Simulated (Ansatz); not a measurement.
Input

```
crystal:
  periodic: [false, false, false]
  atoms:
    - { symbol: Si, position_ang: [0.372141, -0.079119, 0.061024] }
    - { symbol: Si, position_ang: [0.175087, -0.122384, 2.308089] }
    - { symbol: H, position_ang: [-0.685996, -1.25141, 2.81182] }
    - { symbol: H, position_ang: [1.511958, -0.324929, 2.982655] }
    - { symbol: H, position_ang: [-0.370437, 1.161179, 2.872928] }
    - { symbol: H, position_ang: [1.819956, -0.227419, -0.346354] }
    - { symbol: H, position_ang: [-0.095938, 1.219391, -0.526058] }
    - { symbol: H, position_ang: [-0.355239, -1.217844, -0.594822] }
    - { symbol: "N", position_ang: [-2.441593, 0.212758, 1.11281] }
    - { symbol: H, position_ang: [-3.035864, -0.46275, 0.618541] }
    - { symbol: H, position_ang: [-2.893164, 1.130949, 1.021254] }
    - { symbol: H, position_ang: [-2.486312, -0.038422, 2.122212] }
basis:
  gaussian: { orbitals: "6-31G*" }
hamiltonian:
  xc: pbe
relax:
  f_tol: 0.03
  max_steps: 50
output:
  orbitals: {}
```

Run with:

```sh
ansatz run input.yaml --threads 1 --pin off --max-ram 2048MiB --backend cpu --events-out ev --progress --plain --runs-dir out
```

The fields are those of the run's last geometry, not of the input's.

Method: RKS PBE/6-31G* in Ansatz.

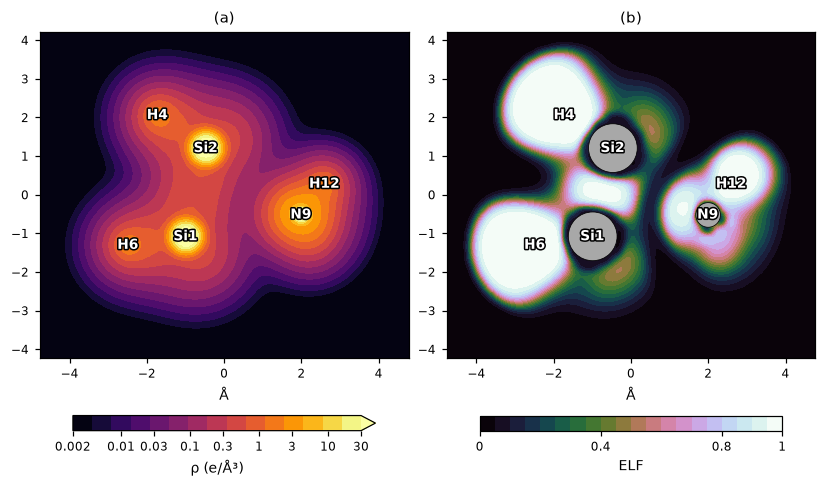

H$_{6}$Si$_{2}$···NH$_{3}$. (a) total electron density; (b) ELF on the plane of atoms Si2, Si1 and H6. Grey discs cover the atomic cores in the ELF map.

**Interpret the plot.**

The plane passes through Si, H and N nuclei. Si2···N9 (3.01 Å): the density falls to about 0.11 e/Å³ on the way; the ELF is about 0.10 at the midpoint. Si–Si (2.34 Å): ρ is about 0.61 e/Å³ halfway; the ELF peaks at about 1 between the atoms (localised, covalent bonding). N–H (1.03 Å): ρ is about 2.7 e/Å³ halfway; the ELF climbs to about 1 towards the hydrogen, as it does in any bond to H; a covalent bond by its length. Si–H (1.51 Å): ρ is about 0.73 e/Å³ halfway; the ELF climbs to about 1 towards the hydrogen.
